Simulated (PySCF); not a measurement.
# C2H3FO (acetyl fluoride): levels of theory compared

Wanted: a comparison of 6 runs (B3LYP/6-31G*, M06-2X/aug-cc-pVDZ, M06-L/aug-cc-pVDZ, revPBE/aug-cc-pVDZ, wB97M-V/aug-cc-pVDZ, wB97X/aug-cc-pVDZ) of C2H3FO (acetyl fluoride). Input form: a Python script.

The results are computed with PySCF 2.14.0.

1 further run of the same task is left out (set aside as unsound or not needed).

### 1 The molecule

C2H3FO: 7 atoms, total charge 0, spin state singlet. As SMILES, `CC(=O)F`. The C1–H6 distance was set to 1.419 Å, away from the relaxed value.

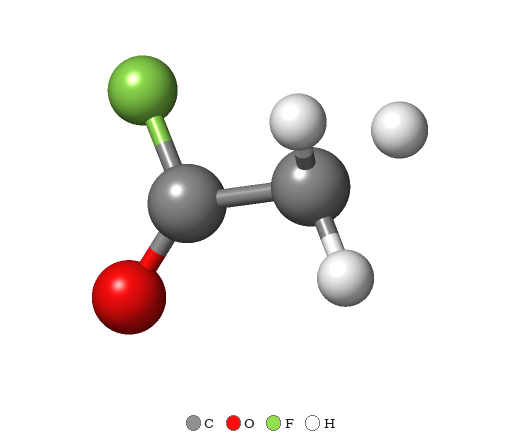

Viewed from a chosen angle; carbon grey, oxygen red, fluorine green, hydrogen white.

### 2 The energy at B3LYP/6-31G(d) (spherical functions) (run 1)

File run.py:

```python
from pyscf import gto, dft

molecule = gto.M(
    atom='''
C      0.522902     0.480949     0.989617
C     -1.707352     0.387596    -0.719111
O     -3.862623     0.139399    -0.211133
F     -0.981320     0.637002    -3.154628
H     -0.081791     0.278842     2.941742
H      2.231105    -1.479920     0.334160
H      1.513875     2.271199     0.726889
''',
    basis='6-31g*',
    unit='bohr',
    max_memory=1860,
    verbose=4,
)

ks = dft.RKS(molecule)
ks.xc = 'b3lyp'
ks.grids.level = 5
ks.conv_tol = 1e-10
ks.kernel()
if not ks.converged:
    ks = ks.newton().run(ks.mo_coeff, ks.mo_occ)

etot = ks.e_tot
print('E = %.10f Eh' % etot)
```

The run is started by

```sh
$ OMP_NUM_THREADS=1 python run.py
```

Log:

```text
PySCF version 2.14.0

[INPUT] num. atoms = 7
[INPUT] num. electrons = 32
[INPUT] charge = 0
[INPUT] spin (= nelec alpha-beta = 2S) = 0
[INPUT] symmetry False subgroup None
[INPUT] Mole.unit = bohr
[INPUT] Symbol           X                Y                Z      unit          X                Y                Z       unit  Magmom
[INPUT]  1 C      0.276707821944   0.254507250415   0.523682763939 AA    0.522902000000   0.480949000000   0.989617000000 Bohr   0.0
[INPUT]  2 C     -0.903491769419   0.205106970244  -0.380537153322 AA   -1.707352000000   0.387596000000  -0.719111000000 Bohr   0.0
[INPUT]  3 O     -2.044012065975   0.073766774025  -0.111726772073 AA   -3.862623000000   0.139399000000  -0.211133000000 Bohr   0.0
[INPUT]  4 F     -0.519292180620   0.337086941710  -1.669357246530 AA   -0.981320000000   0.637002000000  -3.154628000000 Bohr   0.0
[INPUT]  5 H     -0.043281933258   0.147556831847   1.556702826806 AA   -0.081791000000   0.278842000000   2.941742000000 Bohr   0.0
[INPUT]  6 H      1.180649921170  -0.783139937985   0.176829856801 AA    2.231105000000  -1.479920000000   0.334160000000 Bohr   0.0
[INPUT]  7 H      0.801108150182   1.201866752264   0.384653093668 AA    1.513875000000   2.271199000000   0.726889000000 Bohr   0.0

nuclear repulsion = 118.113736448203
number of shells = 30
number of NR pGTOs = 120
number of NR cGTOs = 62
basis = 6-31g*
ecp = {}

******** <class 'pyscf.dft.rks.RKS'> ********
method = RKS
initial guess = minao
damping factor = 0
level_shift factor = 0
DIIS = <class 'pyscf.scf.diis.CDIIS'>
diis_start_cycle = 1
diis_space = 8
diis_damp = 0
SCF conv_tol = 1e-10
SCF conv_tol_grad = None
SCF max_cycles = 50
direct_scf = True
direct_scf_tol = 1e-13
XC library pyscf.dft.libxc version 7.0.0
    S. Lehtola, C. Steigemann, M. J.T. Oliveira, and M. A.L. Marques.,  SoftwareX 7, 1–5 (2018)
XC functionals = b3lyp
    P. J. Stephens, F. J. Devlin, C. F. Chabalowski, and M. J. Frisch.,  J. Phys. Chem. 98, 11623 (1994)
radial grids:
    Treutler-Ahlrichs [JCP 102, 346 (1995); DOI:10.1063/1.469408] (M4) radial grids

becke partition: Becke, JCP 88, 2547 (1988); DOI:10.1063/1.454033
pruning grids: <function nwchem_prune>
grids dens level: 5
symmetrized grids: False
atomic radii adjust function: <function treutler_atomic_radii_adjust>
small_rho_cutoff = 0
Set gradient conv threshold to 1e-05
Initial guess from minao.
tot grids = 243432
init E= -253.396182472622
  HOMO = -0.371266466946556  LUMO = -0.0743429468142636  gap/eV = 8.07970
cycle= 1 E= -252.884302431193  delta_E= 0.512  |g|= 0.932  |ddm|= 2.47
  HOMO = -0.152051602989424  LUMO = -0.0125478935835317  gap/eV = 3.79609
cycle= 2 E= -252.367779511366  delta_E= 0.517  |g|= 1.88  |ddm|= 1.91
  HOMO = -0.306431192298623  LUMO = -0.0250503039421561  gap/eV = 7.65676
cycle= 3 E= -253.03567116013  delta_E= -0.668  |g|= 0.29  |ddm|= 1.44
  HOMO = -0.301239449866821  LUMO = -0.0281426764422688  gap/eV = 7.43134
cycle= 4 E= -253.050278863273  delta_E= -0.0146  |g|= 0.0781  |ddm|= 0.253
  HOMO = -0.308089202563409  LUMO = -0.0314533009242703  gap/eV = 7.52765
cycle= 5 E= -253.051157010791  delta_E= -0.000878  |g|= 0.0231  |ddm|= 0.0563
  HOMO = -0.305424107979945  LUMO = -0.0286278865776706  gap/eV = 7.53201
cycle= 6 E= -253.051285193341  delta_E= -0.000128  |g|= 0.0056  |ddm|= 0.0213
  HOMO = -0.305622755392787  LUMO = -0.0284463110543323  gap/eV = 7.54236
cycle= 7 E= -253.051292018048  delta_E= -6.82e-06  |g|= 0.00156  |ddm|= 0.00479
  HOMO = -0.305925906623305  LUMO = -0.0285747718370635  gap/eV = 7.54711
cycle= 8 E= -253.051292552644  delta_E= -5.35e-07  |g|= 0.000254  |ddm|= 0.00154
  HOMO = -0.305939170326974  LUMO = -0.0285725624007092  gap/eV = 7.54753
cycle= 9 E= -253.051292566296  delta_E= -1.37e-08  |g|= 2.91e-05  |ddm|= 0.000241
  HOMO = -0.305941635008967  LUMO = -0.0285721980362248  gap/eV = 7.54761
cycle= 10 E= -253.051292566523  delta_E= -2.27e-10  |g|= 5e-06  |ddm|= 3.78e-05
  HOMO = -0.305941485576763  LUMO = -0.0285723667571851  gap/eV = 7.54760
cycle= 11 E= -253.051292566529  delta_E= -5.85e-12  |g|= 1.72e-06  |ddm|= 6.46e-06
  HOMO = -0.305941886116085  LUMO = -0.0285723526844475  gap/eV = 7.54761
Extra cycle  E= -253.051292566529  delta_E= 3.41e-13  |g|= 3.2e-06  |ddm|= 3.76e-06
converged SCF energy = -253.051292566529
E = -253.0512925665 Eh
```

It took 11 s on 1 thread of Arm Neoverse V1, shared host; peak memory 0.33 GiB.

### 3 The energy at M06-2X/aug-cc-pVDZ (run 2)

File input.py:

```python
from pyscf import gto, dft

molecule = gto.Mole()
molecule.atom = '''
C      0.522902     0.480949     0.989617
C     -1.707352     0.387596    -0.719111
O     -3.862623     0.139399    -0.211133
F     -0.981320     0.637002    -3.154628
H     -0.081791     0.278842     2.941742
H      2.231105    -1.479920     0.334160
H      1.513875     2.271199     0.726889
'''
molecule.spin = 0
molecule.basis = 'aug-cc-pvdz'
molecule.verbose = 3
molecule.unit = 'bohr'
molecule.max_memory = 1860
molecule.build()

mf = dft.RKS(molecule, xc='m06-2x')
mf.conv_tol = 1e-10
mf.grids.level = 5
mf.kernel()
if not mf.converged:
    mf = mf.newton().run(mf.mo_coeff, mf.mo_occ)

energy = mf.e_tot
print('E = %.10f Eh' % energy)
```

The run is started by

```sh
$ OMP_NUM_THREADS=1 python input.py
```

Log:

```text
converged SCF energy = -252.997456061723
E = -252.9974560617 Eh
```

Wall time 57 s (1 thread of Arm Neoverse V1, shared host); peak memory 0.69 GiB.

Runs 3 to 4 aren't shown in full; the table further down has their settings and results.

### 4 The energy at wB97M-V/aug-cc-pVDZ (run 5)

File input.xyz:

```xyz
7
C2H3FO
C      0.276708     0.254507     0.523683
C     -0.903492     0.205107    -0.380537
O     -2.044012     0.073767    -0.111727
F     -0.519292     0.337087    -1.669357
H     -0.043282     0.147557     1.556703
H      1.180650    -0.783140     0.176830
H      0.801108     1.201867     0.384653
```

File calc.py:

```python
from pyscf import gto, dft

mol = gto.M(
    atom='input.xyz',
    charge=0,
    max_memory=1860,
    basis='aug-cc-pvdz',
    verbose=3,
)

myscf = dft.RKS(mol)
myscf.xc = 'wb97m-v'
myscf.nlcgrids.level = 1
myscf.grids.level = 5
myscf.conv_tol = 1e-10
myscf.kernel()
if not myscf.converged:
    myscf = myscf.newton().run(myscf.mo_coeff, myscf.mo_occ)

e_tot = myscf.e_tot
print('E(%s) = %.9f' % ('WB97M-V', e_tot))
```

The run is started by

```sh
$ OMP_NUM_THREADS=1 python calc.py
```

Log:

```text
converged SCF energy = -253.013739991866
E(WB97M-V) = -253.013739992
```

Run time: 2 min. Hardware: 1 thread of Arm Neoverse V1, shared host; peak memory 0.71 GiB.

### 5 The energy at wB97X/aug-cc-pVDZ (run 6)

File job.py:

```python
from pyscf import gto, dft

molecule = gto.M(
    atom='''
C      0.276708     0.254507     0.523683
C     -0.903492     0.205107    -0.380537
O     -2.044012     0.073767    -0.111727
F     -0.519292     0.337087    -1.669357
H     -0.043282     0.147557     1.556703
H      1.180650    -0.783140     0.176830
H      0.801108     1.201867     0.384653
''',
    charge=0,
    verbose=3,
    max_memory=1860,
    basis='aug-cc-pvdz',
)

myscf = dft.RKS(molecule, xc='wb97x')
myscf.grids.level = 5
myscf.conv_tol = 1e-10
myscf.kernel()
if not myscf.converged:
    myscf = myscf.newton().run(myscf.mo_coeff, myscf.mo_occ)

energy = myscf.e_tot
print(f'total energy: {energy:.8f} hartree')
```

The run is started by

```sh
$ OMP_NUM_THREADS=1 python job.py
```

Log:

```text
converged SCF energy = -253.032745827012
total energy: -253.03274583 hartree
```

Run time: 43 s. Hardware: 1 thread of Arm Neoverse V1, shared host; peak memory 0.64 GiB.

### 6 All runs side by side

```
run                               level  nlc grid  energy (Eh)  dipole moment (D)  HOMO energy (eV)  LUMO energy (eV)  wall time
  1  B3LYP/6-31G* (spherical functions)         –  -253.051293               2.69             -8.33             -0.78       11 s
  2                  M06-2X/aug-cc-pVDZ         –  -252.997456               2.98            -10.65             -0.45       57 s
  3                   M06-L/aug-cc-pVDZ         –  -253.062805               2.84             -7.65             -1.76       60 s
  4                  revPBE/aug-cc-pVDZ         –  -253.024499               2.76             -7.28             -2.05       26 s
  5                 wB97M-V/aug-cc-pVDZ         1  -253.013740               2.96            -11.49              0.16      2 min
  6                   wB97X/aug-cc-pVDZ         –  -253.032746               2.97            -11.54              0.83       43 s
```

### 7 What came out

```
            quantity          value
 run 6: total energy  -253.03275 Eh
run 6: dipole moment         2.97 D
  run 6: HOMO energy      -11.54 eV
  run 6: LUMO energy        0.83 eV
run 6: HOMO–LUMO gap       12.37 eV
```

**Reading.** The dipole moment (its size) runs from 2.69 D (B3LYP/6-31G*) to 2.98 D (M06-2X/aug-cc-pVDZ). The two ends differ in method and basis. The HOMO–LUMO gap runs from 5.23 eV (revPBE/aug-cc-pVDZ) to 12.37 eV (wB97X/aug-cc-pVDZ). Totals of different functionals can't be ranked against each other. All runs together took 5.3 min, the longest 2 min.
